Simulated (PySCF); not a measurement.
System: C4H8O3S (charge −1, doublet).

Input file:

```
{"job": {"kind": "epr", "basis": "pcH-1"}, "charge": -1, "multiplicity": 2}
C     -3.088464     0.559314    -0.089683
C     -2.189183    -0.464976    -0.017646
C     -0.871537    -0.408743    -0.432210
S      0.660209     0.156211     1.565793
O      1.268981    -1.102713     2.034660
O      0.418316     1.123765     2.638063
O      1.990877     0.931196     0.633872
C      2.820281     0.046937    -0.024315
H     -2.809032     1.517005    -0.493490
H     -4.096347     0.457821     0.274756
H     -2.529817    -1.400565     0.415231
H     -0.259871    -1.290395    -0.455542
H     -0.490502     0.472111    -0.916847
H      2.816423    -0.926105     0.484957
H      2.505965    -0.100487    -1.070494
H      3.846101     0.438569    -0.023550
```

Run with:

```sh
OMP_NUM_THREADS=1 python probes_run.py task.json out
```

Geometry: GFN2-xTB; at this geometry the atoms fall into two loosely joined parts.

Method: UKS B3LYP, pcH-1 on C H O S, non-relativistic, mean-field spin-orbit, GIAO (PySCF).

**What can the converged electron density, electron localisation function and spin density tell about the bonding?**

C–C (1.36 Å): ρ at the midpoint is about 1.7 e/Å³; the ELF peaks at about 0.90 between the atoms, as expected for localised, covalent bonding.
C–H (1.07 Å): the density is about 1.5 e/Å³ at the midpoint; the ELF climbs to about 1 towards the hydrogen, as it does in any bond to H; a covalent bond by its length.
The unpaired spin (1 electron) lies mostly on C3 (about 0.4), C1 (about 0.3) and S4 (about 0.1), in electrons by Hirshfeld's partition.

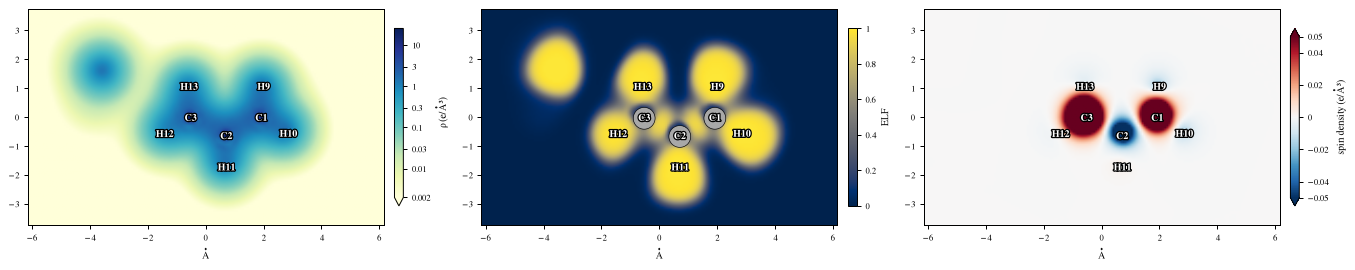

Computed electron density, electron localisation function and spin density on the plane of atoms C3, C2 and H11, in this order. Grey discs cover the atomic cores in the ELF map. 
